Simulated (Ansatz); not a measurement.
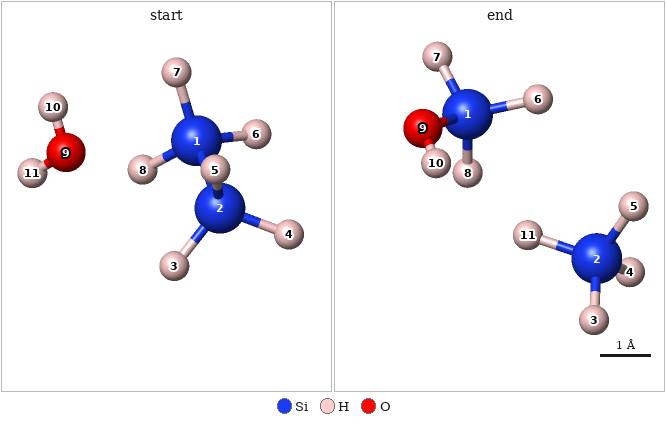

The two relaxed end points of a path for Si₂H₈O, made up at the start of Si2H6 and H2O. A ball-and-stick model, seen from a free direction.

Computed with Ansatz 0.2.0, RHF/6-31G*.

Run with 9 movable images; climbing image; force threshold 0.05 eV/Å; iteration limit 60.

Start:
```xyz
11

Si    0.4167   -0.1881    0.0990
Si    0.3313    0.0103    2.4444
H    -0.4604   -1.0823    3.0435
H     1.7023   -0.0746    3.0012
H    -0.2354    1.3119    2.8493
H     1.8212   -0.2723   -0.3655
H    -0.1968    0.9797   -0.5697
H    -0.2734   -1.4110   -0.3661
O    -2.6757    0.0761    1.1445
H    -3.0179    0.7499    0.5722
H    -3.1014   -0.7293    0.8825
```

End:
```xyz
11

Si   -0.4652    0.0658   -1.1925
Si   -0.2137   -0.2226    3.6762
H    -0.8297   -0.8384    4.8657
H     1.0002   -0.9681    3.2972
H     0.1287    1.1830    3.9584
H     0.5668    0.7985   -0.4276
H    -0.4778    0.5369   -2.5846
H    -0.1121   -1.3685   -1.1546
O    -1.9708    0.3353   -0.5818
H    -2.1382    0.1182    0.3245
H    -1.1781   -0.2698    2.5545
```

What barrier does the band find between them, and by what path?

Answer. The energy climbs by 252.0 kJ/mol to image 5 and then falls by 348.5 kJ/mol, so the end point sits at −96.5 kJ/mol. Breaking: O9–H11 (0.95 → 1.00 at the top → 3.29 Å), Si1–Si2 (2.36 → 3.01 at the top → 4.88 Å). Forming: Si1–O9 (3.28 → 1.85 at the top → 1.65 Å), Si2–H11 (3.84 → 2.37 at the top → 1.48 Å). The band converged in 33 iterations. The largest component of the band force went from 91 to 0.043 eV/Å. The climbing image converged on the top of the path. Its vibrational analysis gives one imaginary mode (394i cm⁻¹), as a transition state must have.

Energies of the converged images:

```tsv
image	path (Å)	E (kJ/mol)
0	0.00	0.0
1	1.46	1.3
2	2.91	2.1
3	4.37	5.4
4	5.83	90.1
5	7.29	252.0
6	8.78	-76.7
7	10.28	-94.2
8	11.77	-95.5
9	13.27	-96.3
10	14.77	-96.5
```

The geometry at the top of the path:

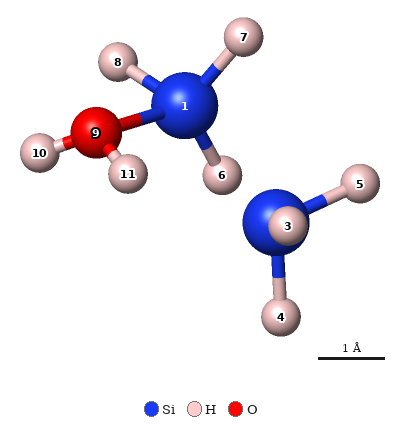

Limits of the set-up: the start holds two separate molecules, 3.1 Å apart at their closest, whose relative position is a soft coordinate and is computed without a dispersion correction; Hartree-Fock leaves out electron correlation.
